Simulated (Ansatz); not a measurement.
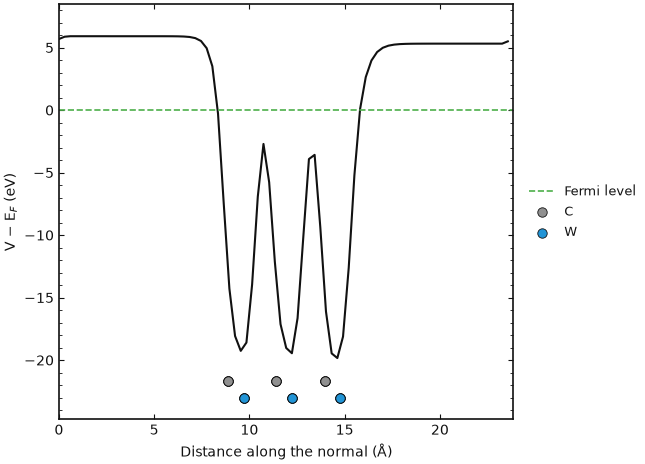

Plane-averaged electrostatic potential energy of an electron across the slab; circles at the bottom mark the heights of the atoms.

Structure: a (100) slab cut from WC (P-6m2), ended by W above and C below, 24 atoms in the cell, the slab at its places in the relaxed adsorbed structure.

Level of theory: DFT PBE+D3(BJ), scalar-relativistic, plane waves, PAW, no spin polarisation, 4×3×1 k mesh, Gaussian smearing of 0.1 eV; code Ansatz 0.2.0.

### Read off the work function of each face.

The work function is 5.32 eV at the right face and 5.91 eV at the left.

### How thick are slab and vacuum?

The outermost atoms are 5.8 Å apart, which leaves 18.0 Å of vacuum in a cell 23.9 Å high.

### Do the two faces differ, and what does that say about the slab's dipole?

The vacuum level is 0.59 eV higher at the left than at the right, so the slab carries a dipole along its normal; the ramp in the vacuum, at or near the edge of the plot, is the dipole correction that keeps each side flat.

The atoms aren't at rest in this cell (largest force 2.6 eV/Å), so the relaxed material can differ. Spin-orbit coupling is left out, which matters for W.
